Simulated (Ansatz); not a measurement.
## A computed series for BC5: pressure series

Consider BC5 (space group I-4m2, No. 119; a cell from a computed database, its experimental status unchecked).

```
BC5
1.0
   -1.25664     1.25664     5.70569
    1.25664    -1.25664     5.70569
    1.25664     1.25664    -5.70569
B C
1 5
Direct
  0.75000   0.25000   0.50000
  0.84387   0.84387   0.00000
  0.15613   0.15613   0.00000
  0.50000   0.50000   0.00000
  0.41998   0.91998   0.50000
  0.08002   0.58002   0.50000
```

Cell and atoms are relaxed at each pressure.

Levels (all Ansatz, a program for electronic structure, PAW): PBE (420 eV, no SOC); PBEsol (420 eV, scalar-relativistic without spin-orbit coupling).

The base cell above is that of PBE; each level relaxes its own structures.

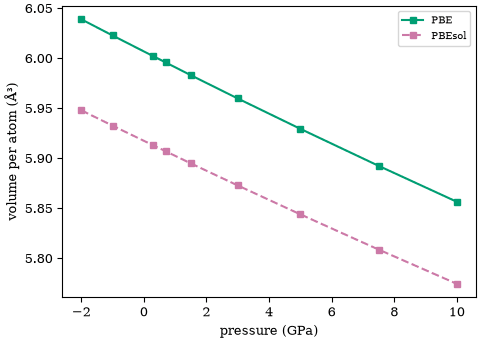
Figure. Volume per atom under two levels

Task: How do the two levels compare along the series?

Result: PBE lies above PBEsol in every row, by 0.08 Å³ to 0.09 Å³. They put the cases in the same order.

Load acts through the strain it causes; cell and atoms are relaxed under it. No phonon test of stability was made. No other phases were tried under pressure. The final runs are not spin-polarised. An odd electron count without spin: BC5.
